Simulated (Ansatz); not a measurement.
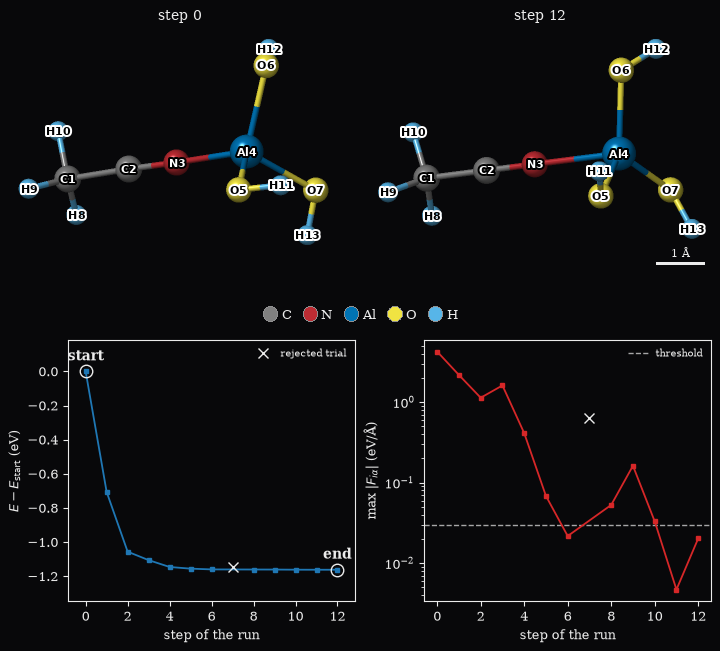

First and last geometry of a relaxation of C2H6AlNO3 (coarse preliminary run), with the history of the run. A ball-and-stick model, seen at a tilt.

The start comes from a force field.

Theory: Ansatz, RKS PBE-D4/def2-SVP.

Input
```yaml
crystal:
  periodic: [false, false, false]
  atoms:
    - {symbol: C, position_ang: [1.200200, -0.892400, 2.582300]}
    - {symbol: C, position_ang: [0.603500, -0.410300, 1.285400]}
    - {symbol: N, position_ang: [0.143700, -0.057800, 0.256700]}
    - {symbol: Al, position_ang: [-0.445300, 0.513100, -1.371900]}
    - {symbol: O, position_ang: [0.598000, -0.043200, -2.739500]}
    - {symbol: O, position_ang: [-0.656300, 2.347800, -1.380700]}
    - {symbol: O, position_ang: [-2.154100, -0.234900, -1.608400]}
    - {symbol: H, position_ang: [0.626600, -1.717000, 2.920100]}
    - {symbol: H, position_ang: [2.225300, -1.097500, 2.488700]}
    - {symbol: H, position_ang: [1.060900, -0.026200, 3.335500]}
    - {symbol: H, position_ang: [0.111000, 0.221400, -3.530800]}
    - {symbol: H, position_ang: [-1.224300, 2.549900, -0.593400]}
    - {symbol: H, position_ang: [-2.068900, -1.187600, -1.629200]}
basis:
  gaussian: {orbitals: def2-SVP}
hamiltonian: {xc: pbe, dispersion: d4}
relax: {f_tol: 0.03, max_steps: 200}
```

Run as
```bash
ansatz run in.yaml --threads 4 --pin off --events-out ev --progress --plain --max-ram 11315MiB
```

What do the curves and the structures tell?

It converged. The largest move after the best rigid fit is that of H11, 0.92 Å. Largest moves by element: H 0.92 Å, O 0.35 Å, Al 0.28 Å, C 0.08 Å, N 0.06 Å. Some distances before and after: N3–Al4 1.824 → 2.035 Å, Al4–O7 1.880 → 1.740 Å, Al4–O6 1.847 → 1.740 Å, Al4–O5 1.808 → 1.740 Å. Among the angles between lasting bonds that change: N3–Al4–O5 113.1° → 99.5°, Al4–O5–H11 104.1° → 116.6°, Al4–O6–H12 105.3° → 116.7°. Groups turn about Al4–O7 by about 55°. After 11 accepted moves (12 points after the start) the energy has fallen by 1.162 eV. The largest force component goes from 4.2 to 0.02 eV/Å. The line search rejected the trial step at point 7 of the run. The forces were under the threshold at step 6, but the run went on from there.

```csv
step,"E − E(0), eV","largest force component, eV/Å",note
0,0.0000,4.2434,
1,-0.7060,2.1753,
2,-1.0558,1.1353,
3,-1.1053,1.6140,
4,-1.1454,0.4128,
5,-1.1553,0.0684,
6,-1.1597,0.0217,
7,-1.1432,0.6372,rejected
8,-1.1603,0.0529,
9,-1.1606,0.1623,
10,-1.1613,0.0331,
11,-1.1616,0.0047,
12,-1.1617,0.0203,
```
